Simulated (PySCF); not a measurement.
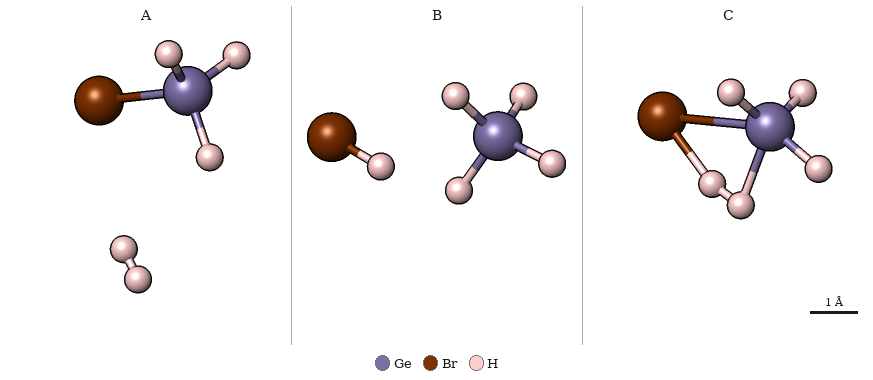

Three geometries of GeH5Br: a saddle point and the two minima that it joins, in shuffled order. The picture is a ball-and-stick view, seen at a tilt. Sticks join atoms that are closer than about 1.2 times the sum of their covalent radii (a little more with hydrogen).

Stationary points at PBE0-D4/def2-TZVP, single-point energies with CCSD(T)/CBS, wB97M-V, r2SCAN-D4, PBE-D4 (def2-TZVPP where no basis is named; PySCF 2.14.0). The energies are electronic, without zero-point or thermal terms, and both ends are the minima reached downhill from the saddle, with any fragments still in contact. CCSD(T)/CBS stands for a frozen-core estimate: MP2 correlation extrapolated from def2-TZVPP and def2-QZVPP, CCSD(T) minus MP2 from the smaller set.

**Identify the saddle point and describe the reaction.**

Frame C is the saddle point. Counted by bonded pieces, A holds GeH₃Br + H₂ and B holds GeH₄ + HBr. From A over the saddle to B, bonds form: Ge–H (4.22 → 1.84 → 1.54 Å), Br–H (3.23 → 1.94 → 1.42 Å). Bonds break: Br–Ge (2.31 → 2.81 → 4.32 Å), H–H (0.75 → 0.87 → 2.10 Å). The saddle has one imaginary mode, 907i cm⁻¹. With CCSD(T)/CBS the barrier is 54.5 kcal/mol from A and 41.0 kcal/mol from B, and B lies 13.5 kcal/mol above A.

```
      level  barrier from A (kcal/mol)  barrier from B (kcal/mol)  B less A (kcal/mol)
CCSD(T)/CBS                       54.5                       41.0                 13.5
    wB97M-V                       53.6                       39.9                 13.7
  r2SCAN-D4                       49.8                       35.7                 14.1
     PBE-D4                       46.5                       33.2                 13.3
```

Against CCSD(T)/CBS, wB97M-V comes closest on the barrier from A (−0.9 kcal/mol) and PBE-D4 misses most (−7.9 kcal/mol).

Limits of the set-up: the start holds two separate molecules, 3.0 Å apart at their closest, whose relative position is a soft coordinate.
